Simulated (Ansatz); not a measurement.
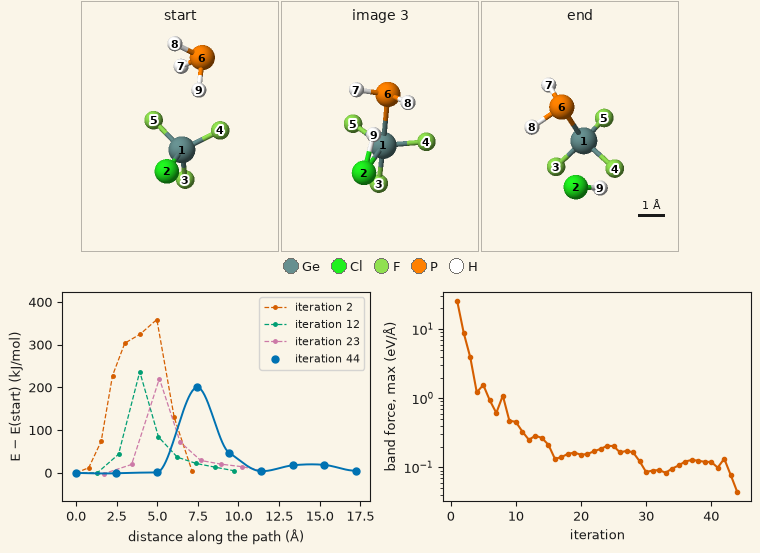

A search for the minimum-energy path of GePH$_{3}$ClF$_{3}$, made up at the start of GeClF₃ and PH₃ by the nudged elastic band. Images are numbered from 0 (start) to 8 (end). The plot follows the band through its iterations. The picture is a ball-and-stick view, seen from a free direction.

Theory: Ansatz, RKS PBE0/def2-SVP. Settings: 7 movable images; climbing image; force threshold 0.05 eV/Å; iteration limit 60; starting path through a guess of the saddle point.

Judge this run.

Answer. The run is converged, with reservations. The band converged in 44 iterations. The largest component of the band force went from 25 to 0.044 eV/Å. The climbing image converged on the top of the path. Its vibrational analysis gives one imaginary mode (977i cm⁻¹), as a transition state must have. The first iteration put the highest image at 1221.0 kJ/mol. The highest point, image 3, lies 200.4 kJ/mol above the start and 195.2 kJ/mol above the end; the end is at +5.2 kJ/mol relative to the start. Image 1 lies below both ends, at −0.6 kJ/mol, which points to an intermediate minimum that so few images don't resolve. The profile has 2 maxima (images 3, 7) with a dip at image 5 (+4.1 kJ/mol), so the process runs in steps.

Limits of the set-up: the start holds two separate molecules, 2.8 Å apart at their closest, whose relative position is a soft coordinate and is computed without a dispersion correction.
